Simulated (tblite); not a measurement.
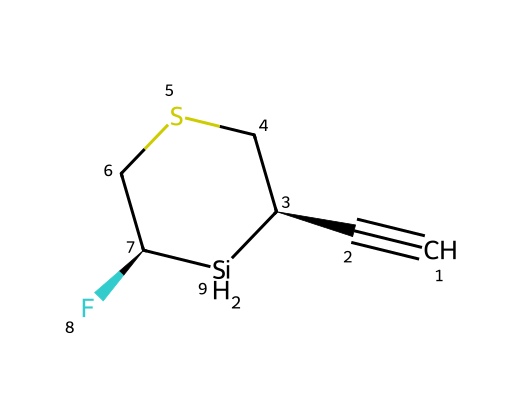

Skeletal drawing with numbered atoms; wedges and dashes mark any stereocentres. The configuration is that of a computed structure (GFN2-xTB).

Assign CIP descriptors.

C3: R; C7: R.
